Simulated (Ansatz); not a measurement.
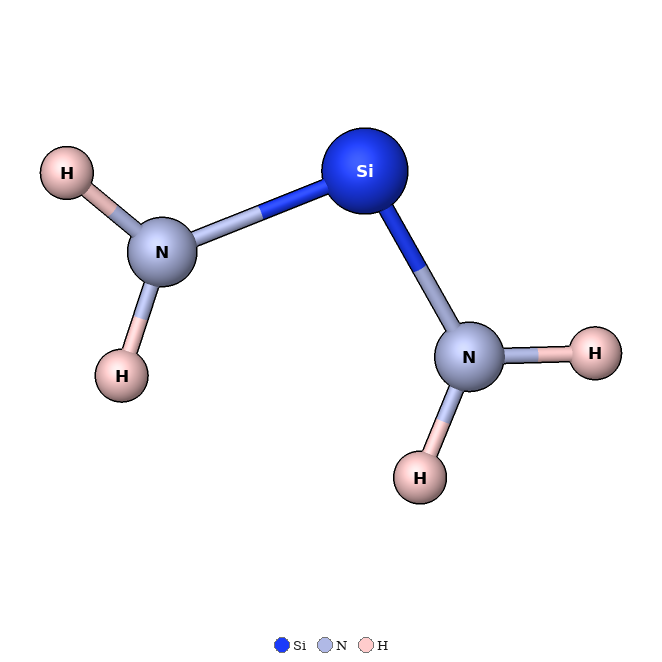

Ball-and-stick drawing of a structure. Every bond is drawn as one stick, whatever its order.

Computed geometry: PBE0-D4/def2-TZVP optimisation.

Count the atoms of each element.

H₄N₂Si, 7 atoms: 4 hydrogen, 2 nitrogen and 1 silicon.

What is the point group of this geometry?

C2v.

Count the bonded pairs by element.

4 N–H, 2 N–Si. Sticks follow a distance rule.

The parts below concern this one geometry. Atoms keep their numbers from picture to picture.

Shape

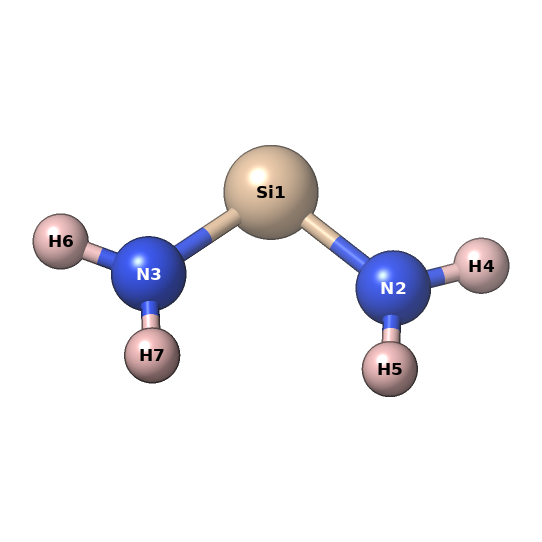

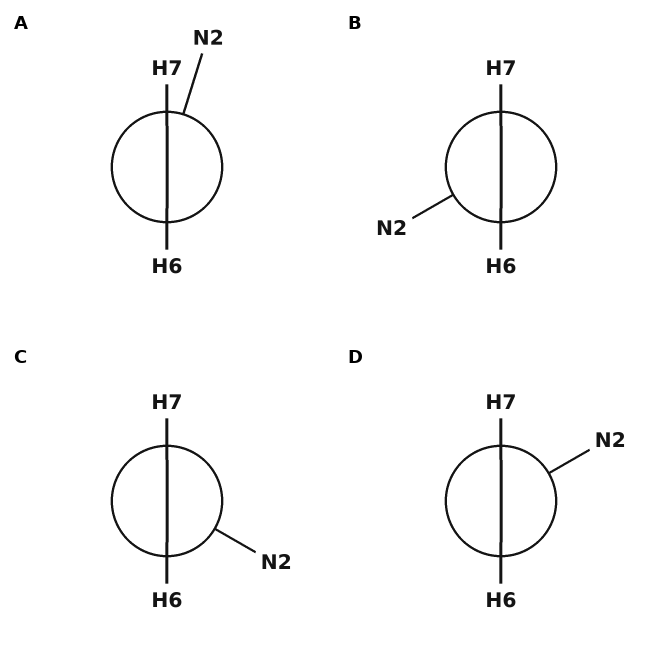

Distant atoms are faded towards the background colour. Bonds that would overlap in a projection are set slightly apart.

Which Newman projection shows the view along N3–Si1, with N3 in front?

A. The torsion angle H6–N3–Si1–N2 is 180°, antiperiplanar (anti).

Vibrations

Harmonic vibrations computed with RKS PBE0-D4/def2-TZVP (Ansatz 0.2.0) at a stationary point of the same level.

How many vibrational modes are there, and where do they lie?

15 modes: 304, 361, 393, 438, 528, 693, 786, 857, 891, 1570, 1594, 3575, 3580, 3694, 3695 cm⁻¹.

Thermal motion

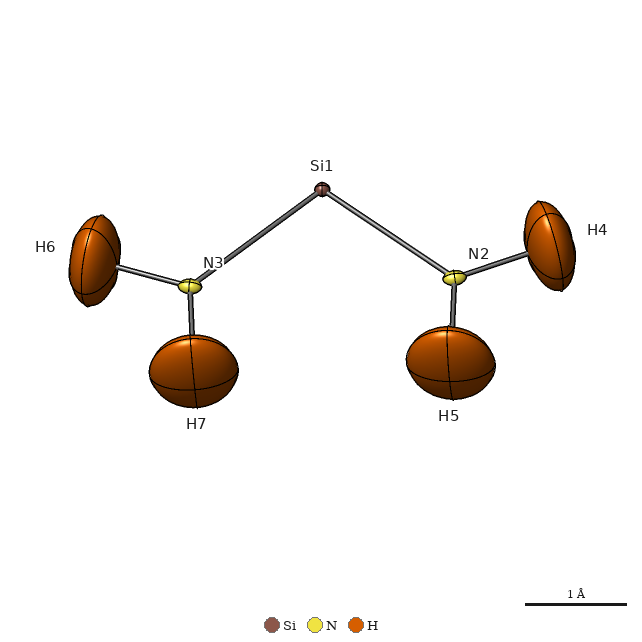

Displacement ellipsoids at the 50 % level, enlarged 2 times, from the internal vibrations of the free molecule (harmonic, no overall translation or rotation; no half-axis is drawn under 0.075 Å). Vibrations computed with RKS PBE0-D4/def2-TZVP (Ansatz 0.2.0). Temperature: 100 K.

Which atom has the largest mean-square displacement?

H5, H7, with U_eq = 0.0203 Å².

Does H7 move more along its bond or across it?

Across it: the root-mean-square amplitude is 0.071 Å along the bond and up to 0.189 Å across, since bending and torsion are softer than stretching.

Give the displacement parameters, one line for each set of equivalent atoms.

```json
{"atom": "Si1", "U_eq (Å²)": "0.00032", "rms amplitudes (Å)": "0.008, 0.017, 0.025"}
{"atom": "N2, N3", "U_eq (Å²)": "0.00092", "rms amplitudes (Å)": "0.025, 0.026, 0.038"}
{"atom": "H4, H6", "U_eq (Å²)": "0.0191", "rms amplitudes (Å)": "0.075, 0.131, 0.185"}
{"atom": "H5, H7", "U_eq (Å²)": "0.0203", "rms amplitudes (Å)": "0.071, 0.142, 0.189"}
```

Dipole moment

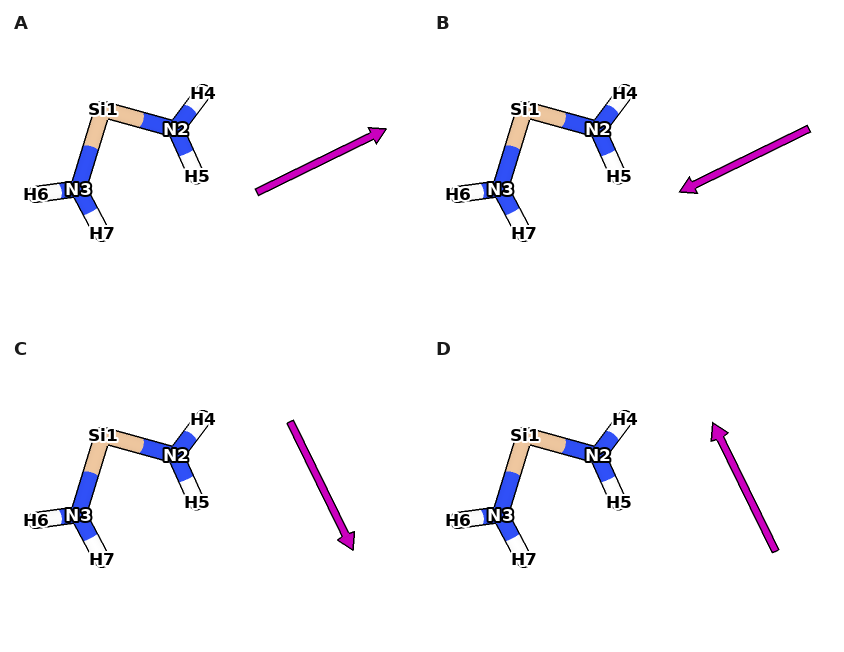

The same molecule four times, each with an arrow. Level of theory: RKS PBE0-D4/def2-TZVP (Ansatz 0.2.0).

Which arrow points along the dipole moment, from the negative to the positive end?

C. The dipole moment is 2.27 D; it points from the side of Si1 to the side of H5, H7 (the outermost atoms at the two ends).

Electronic properties

Method: RKS PBE0-D4/def2-TZVPP (Ansatz 0.2.0).

Computed properties:

- HOMO energy (Kohn–Sham orbital): −6.34 eV
- LUMO energy (Kohn–Sham orbital): −0.26 eV
- HOMO–LUMO gap: 6.07 eV
- dispersion correction: −9.1 kJ/mol
